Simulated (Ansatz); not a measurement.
## SiH₂Cl₂O: geometry relaxation (part 2 of 2)

SiH₂Cl₂O; RKS B3LYP/def2-SVP (Ansatz 0.2.0). It belongs to a series of runs on one base structure; here: end point A relaxed.

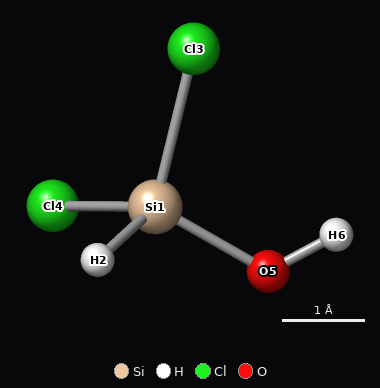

*The geometry at step 15 of the log (ball-and-stick view, seen at a tilt; atoms are numbered from 1 in the order of the input).*

Trajectory as extended XYZ, continued
```
6
Properties=species:S:1:pos:R:3:forces:R:3 step=6 energy=-34995.62303
Si    0.0541    0.0520    0.2864   -0.0145   0.0665   0.0404
H    -0.1044    0.1743    1.7505    0.0114   0.0351   0.0085
Cl    2.0663   -0.2191   -0.1029    0.0309  -0.0160  -0.0068
Cl   -0.5978    1.7661   -0.6362   -0.0072  -0.0085  -0.0027
O    -0.8413   -1.1829   -0.3368    0.0514  -0.2899   0.1318
H    -0.6901   -2.0596    0.0536   -0.0719   0.2128  -0.1711
6
Properties=species:S:1:pos:R:3:forces:R:3 step=7 energy=-34995.62896
Si    0.0470    0.0585    0.3010    0.0021  -0.0327   0.0861
H    -0.0943    0.2155    1.7658    0.0047   0.0234  -0.0457
Cl    2.0548   -0.2490   -0.0971    0.0028  -0.0012  -0.0066
Cl   -0.6040    1.7590   -0.6437   -0.0051   0.0232  -0.0131
O    -0.8616   -1.1776   -0.2998   -0.0113  -0.0123   0.0041
H    -0.6553   -2.0757   -0.0116    0.0068  -0.0004  -0.0247
6
Properties=species:S:1:pos:R:3:forces:R:3 step=8 energy=-34995.63008
Si    0.0441    0.0573    0.3078   -0.0190   0.0048  -0.0017
H    -0.0957    0.2301    1.7680    0.0079   0.0078   0.0047
Cl    2.0486   -0.2569   -0.0993    0.0126  -0.0162   0.0058
Cl   -0.6002    1.7584   -0.6436   -0.0098   0.0095  -0.0063
O    -0.8707   -1.1774   -0.2877    0.0266  -0.0964   0.0464
H    -0.6394   -2.0809   -0.0307   -0.0182   0.0905  -0.0489
6
Properties=species:S:1:pos:R:3:forces:R:3 step=9 energy=-34995.55629 accepted=F
Si    0.0268    0.0783    0.3383    0.1135  -0.2224   0.2714
H    -0.0611    0.3282    1.8043   -0.0398  -0.0257  -0.2616
Cl    2.0223   -0.3367   -0.0740   -0.1157   0.0590  -0.0296
Cl   -0.6256    1.7407   -0.6673    0.0353   0.1217  -0.0366
O    -0.9225   -1.1640   -0.1846    0.7898  -2.2535  -0.0242
H    -0.5532   -2.1158   -0.2022   -0.7831   2.3209   0.0805
6
Properties=species:S:1:pos:R:3:forces:R:3 step=10 energy=-34995.63365
Si    0.0327    0.0621    0.3235   -0.0047  -0.0290   0.0048
H    -0.0885    0.2792    1.7793   -0.0028  -0.0055  -0.0087
Cl    2.0300   -0.2978   -0.0934   -0.0162  -0.0025  -0.0007
Cl   -0.6039    1.7560   -0.6502    0.0032  -0.0172  -0.0059
O    -0.8968   -1.1806   -0.2323    0.0156  -0.0245   0.0258
H    -0.5867   -2.0881   -0.1124    0.0049   0.0786  -0.0152
6
Properties=species:S:1:pos:R:3:forces:R:3 step=11 energy=-34995.63356 accepted=F
Si    0.0320    0.0646    0.3313   -0.0385  -0.0299  -0.0755
H    -0.0897    0.2788    1.7872    0.0052   0.0140  -0.0074
Cl    2.0228   -0.3095   -0.0968    0.0216   0.0116   0.0201
Cl   -0.6073    1.7486   -0.6572    0.0167   0.0188   0.0266
O    -0.8982   -1.1744   -0.2307    0.0065  -0.0597   0.0573
H    -0.5728   -2.0774   -0.1193   -0.0115   0.0450  -0.0211
6
Properties=species:S:1:pos:R:3:forces:R:3 step=12 energy=-34995.63412
Si    0.0319    0.0619    0.3255   -0.0139  -0.0140  -0.0052
H    -0.0885    0.2805    1.7807   -0.0017  -0.0004  -0.0011
Cl    2.0276   -0.3011   -0.0936   -0.0059  -0.0064  -0.0004
Cl   -0.6039    1.7536   -0.6521    0.0030  -0.0057  -0.0027
O    -0.8999   -1.1798   -0.2278    0.0068   0.0031   0.0224
H    -0.5806   -2.0844   -0.1181    0.0116   0.0234  -0.0130
6
Properties=species:S:1:pos:R:3:forces:R:3 step=13 energy=-34995.63494
Si    0.0261    0.0633    0.3331   -0.0075  -0.0021   0.0070
H    -0.0862    0.2997    1.7858   -0.0055   0.0010  -0.0035
Cl    2.0174   -0.3192   -0.0917   -0.0090  -0.0089  -0.0049
Cl   -0.6035    1.7505   -0.6572    0.0035   0.0009  -0.0043
O    -0.9140   -1.1816   -0.1983    0.1172  -0.2694   0.0325
H    -0.5530   -2.0820   -0.1570   -0.0986   0.2784  -0.0268
6
Properties=species:S:1:pos:R:3:forces:R:3 step=14 energy=-34995.63893
Si    0.0192    0.0641    0.3474   -0.0088  -0.0277  -0.0044
H    -0.0856    0.3310    1.7950   -0.0081  -0.0045  -0.0099
Cl    2.0033   -0.3434   -0.0906   -0.0082  -0.0068   0.0009
Cl   -0.6021    1.7413   -0.6667   -0.0007   0.0090  -0.0090
O    -0.9256   -1.1932   -0.1462    0.0621  -0.0847   0.0338
H    -0.5224   -2.0689   -0.2243   -0.0363   0.1146  -0.0113
6
Properties=species:S:1:pos:R:3:forces:R:3 step=15 energy=-34995.64605
Si    0.0108    0.0641    0.3667   -0.0501  -0.0561  -0.0022
H    -0.0893    0.3706    1.8055   -0.0044  -0.0028  -0.0106
Cl    1.9829   -0.3797   -0.0903    0.0065   0.0095   0.0030
Cl   -0.6003    1.7267   -0.6826    0.0075  -0.0003  -0.0171
O    -0.9359   -1.2178   -0.0618    0.1573  -0.1250   0.0180
H    -0.4815   -2.0331   -0.3228   -0.1168   0.1747   0.0090
6
Properties=species:S:1:pos:R:3:forces:R:3 step=16 energy=-34995.55709 accepted=F
Si    0.0017    0.0581    0.3927   -0.1021  -0.0394   0.1102
H    -0.0866    0.4296    1.8176   -0.0201  -0.0526  -0.0360
Cl    1.9651   -0.4124   -0.0793   -0.0059   0.0118  -0.0172
Cl   -0.5966    1.6975   -0.7072    0.0094  -0.0280  -0.0585
O    -0.9485   -1.2594    0.0666    1.5335  -1.7626  -1.3769
H    -0.4483   -1.9826   -0.4758   -1.4148   1.8708   1.3783
6
Properties=species:S:1:pos:R:3:forces:R:3 step=17 energy=-34995.65451
Si    0.0146    0.0595    0.3809   -0.0396  -0.0162   0.0078
H    -0.0880    0.3900    1.8131   -0.0098   0.0022  -0.0067
Cl    1.9871   -0.3786   -0.0806   -0.0151  -0.0013  -0.0012
Cl   -0.6007    1.7012   -0.7025    0.0165   0.0115  -0.0181
O    -0.9319   -1.2364    0.0025    0.2176  -0.2525  -0.0572
H    -0.4944   -2.0050   -0.3989   -0.1697   0.2564   0.0755
6
Properties=species:S:1:pos:R:3:forces:R:3 step=18 energy=-34995.66623
Si    0.0172    0.0545    0.3979   -0.0194  -0.0153  -0.0317
H    -0.0916    0.4067    1.8233   -0.0169   0.0006  -0.0048
Cl    1.9879   -0.3755   -0.0764    0.0029  -0.0027   0.0158
Cl   -0.5964    1.6729   -0.7247    0.0016   0.0135  -0.0080
O    -0.9160   -1.2628    0.0649    0.1825  -0.1872  -0.0534
H    -0.5144   -1.9651   -0.4705   -0.1507   0.1912   0.0820
6
Properties=species:S:1:pos:R:3:forces:R:3 step=19 energy=-34995.68290
Si    0.0319    0.0422    0.4106   -0.0242   0.0488   0.0596
H    -0.0948    0.4175    1.8275   -0.0089   0.0040   0.0002
Cl    2.0097   -0.3541   -0.0556    0.0068  -0.0089   0.0000
Cl   -0.5992    1.6266   -0.7550    0.0013  -0.0049  -0.0213
O    -0.8816   -1.3023    0.1439    0.1608  -0.1138  -0.1131
H    -0.5793   -1.8992   -0.5568   -0.1357   0.0747   0.0745
6
Properties=species:S:1:pos:R:3:forces:R:3 step=20 energy=-34995.69802
Si    0.0678    0.0330    0.4282   -0.0069  -0.0814  -0.1001
H    -0.0997    0.4114    1.8392    0.0212   0.0276  -0.0068
Cl    2.0658   -0.2923   -0.0148   -0.0408   0.0292   0.0333
Cl   -0.6070    1.5556   -0.8016    0.0189  -0.0186   0.0353
O    -0.8014   -1.3449    0.1986   -0.0004  -0.0698  -0.0504
H    -0.7387   -1.8320   -0.6350    0.0080   0.1131   0.0885
6
Properties=species:S:1:pos:R:3:forces:R:3 step=21 energy=-34995.69366 accepted=F
Si    0.0700    0.0162    0.4102   -0.0691   0.0415   0.1866
H    -0.0849    0.4165    1.8147   -0.0334  -0.0252   0.0502
Cl    2.0786   -0.2660    0.0111   -0.0032  -0.0695  -0.0771
Cl   -0.6038    1.5597   -0.7909   -0.0158  -0.0747  -0.0722
O    -0.8055   -1.3669    0.2081    0.1366   0.1392  -0.0570
H    -0.7676   -1.8288   -0.6385   -0.0151  -0.0113  -0.0306
6
Properties=species:S:1:pos:R:3:forces:R:3 step=22 energy=-34995.69948
Si    0.0693    0.0283    0.4288   -0.0029  -0.0481  -0.0612
H    -0.0962    0.4134    1.8380    0.0099   0.0143  -0.0025
Cl    2.0687   -0.2856   -0.0086   -0.0180   0.0127   0.0208
Cl   -0.6077    1.5460   -0.8046    0.0047  -0.0108   0.0186
O    -0.7962   -1.3526    0.2032    0.0010  -0.0287  -0.0137
H    -0.7512   -1.8188   -0.6421    0.0052   0.0605   0.0379
6
Properties=species:S:1:pos:R:3:forces:R:3 step=23 energy=-34995.68097 accepted=F
Si    0.0855    0.0179    0.4320    0.0178  -0.0023  -0.0119
H    -0.0918    0.4137    1.8366    0.0184   0.0199   0.0093
Cl    2.0962   -0.2527    0.0195   -0.0313   0.0050   0.0025
Cl   -0.6138    1.5093   -0.8236    0.0032  -0.0401   0.0174
O    -0.7575   -1.3803    0.2287   -0.1391  -0.5212  -1.1994
H    -0.8320   -1.7772   -0.6785    0.1310   0.5387   1.1821
6
Properties=species:S:1:pos:R:3:forces:R:3 step=24 energy=-34995.70054
Si    0.0749    0.0206    0.4292    0.0038   0.0129   0.0086
H    -0.0911    0.4145    1.8360    0.0018   0.0037   0.0007
Cl    2.0785   -0.2741    0.0052   -0.0015   0.0001  -0.0011
Cl   -0.6130    1.5264   -0.8123    0.0015  -0.0102   0.0022
O    -0.7826   -1.3659    0.2117   -0.0025  -0.0071  -0.0090
H    -0.7800   -1.7908   -0.6552   -0.0030   0.0006  -0.0014
```

This output came from the following input.

Input file
```yaml
crystal:
  periodic: [false, false, false]
  atoms:
    - { symbol: Si, position_ang: [0.024485, 0.049363, 0.242458] }
    - { symbol: H, position_ang: [0.099798, 0.116413, 1.694677] }
    - { symbol: Cl, position_ang: [2.103632, -0.135506, 0.049927] }
    - { symbol: Cl, position_ang: [-0.67219, 1.747737, -0.665079] }
    - { symbol: O, position_ang: [-0.812778, -1.209701, -0.402944] }
    - { symbol: H, position_ang: [-0.856247, -2.037607, 0.095562] }
basis:
  gaussian: { orbitals: def2-SVP }
hamiltonian:
  xc: b3lyp
relax:
  f_tol: 0.03
  max_steps: 50
```

Launch command:
```bash
ansatz run input.yaml --threads 1 --pin off --max-ram 2048MiB --backend cpu --events-out ev --progress --plain --runs-dir out
```

Results in brief

```csv
quantity,value
outcome,converged
total energy,−34995.7008 eV
mean-field energy,−34995.7008 eV
largest force (length of the vector) at the end,0.016 eV/Å
hardware,"1 thread of Arm Neoverse V1, 24 GiB of memory available, shared host"
wall time,77 s
peak memory,0.15 GiB
```
